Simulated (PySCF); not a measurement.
```yaml
atoms:
  - { symbol: N, position_ang: [-0.8483, -0.7611, -0.7705] }
  - { symbol: C, position_ang: [-1.3838, -0.3258, 0.5156] }
  - { symbol: C, position_ang: [-0.6018, 0.8558, 1.0027] }
  - { symbol: C, position_ang: [0.6373, 1.0453, 0.5809] }
  - { symbol: F, position_ang: [1.3370, 2.1075, 1.0235] }
  - { symbol: Ge, position_ang: [1.5813, -0.1800, -0.6369] }
  - { symbol: F, position_ang: [3.2626, 0.3485, -0.4455] }
  - { symbol: H, position_ang: [-1.1853, -0.1444, -1.5028] }
  - { symbol: H, position_ang: [-1.1595, -1.6997, -0.9950] }
  - { symbol: H, position_ang: [-1.2712, -1.1475, 1.2308] }
  - { symbol: H, position_ang: [-2.4514, -0.0731, 0.4628] }
  - { symbol: H, position_ang: [-1.0798, 1.5258, 1.7026] }
  - { symbol: H, position_ang: [1.4371, 0.0423, -2.1114] }
  - { symbol: H, position_ang: [1.7255, -1.5940, -0.1688] }
```

Geometry: GFN2-xTB.

Theory: B3LYP/def2-SVPD, SCF density, gas phase in PySCF 2.14.0.

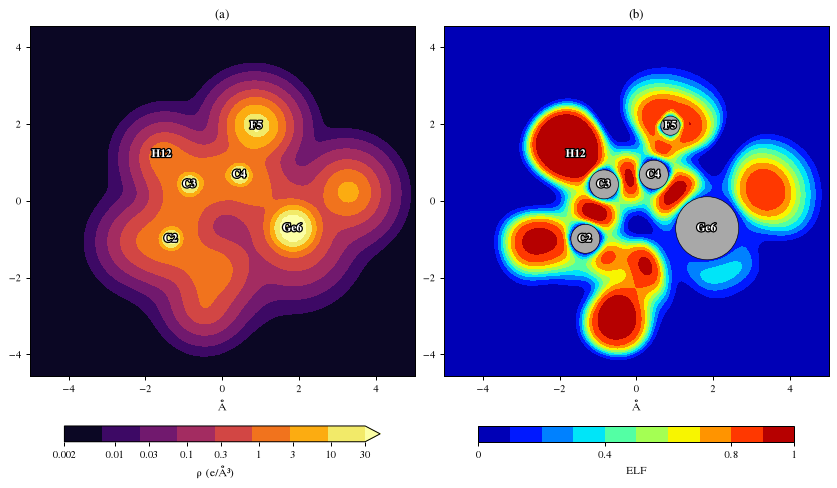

C3H7F2GeN. (a) electron density; (b) electron localisation function on the plane of atoms C2, C3 and C4. Grey discs cover the atomic cores in the ELF map.

### Describe what can be read from this map.

The section cuts through C, F, Ge and H sites.
C–C (1.32 Å): ρ is about 2.4 e/Å³ halfway; the ELF peaks at about 0.95 between the atoms: a short, multiple covalent bond.
C–F (1.35 Å): ρ at the midpoint is about 2.2 e/Å³, with its minimum of 1.7 e/Å³ about 0.5 Å from C; the ELF peaks at about 0.85 between the atoms; a polar covalent bond.
C–Ge (1.97 Å): the density is about 0.88 e/Å³ at the midpoint; the ELF peaks at about 0.95 in the valence shell of C, 0.7 Å from its nucleus, and is about 0.75 at the midpoint.
C–C (1.50 Å): ρ is about 1.7 e/Å³ halfway; the ELF peaks at about 0.95 between the atoms; localised, covalent bonding.
The ELF also peaks beside F7 and F5, away from the bonds: lone-pair regions.
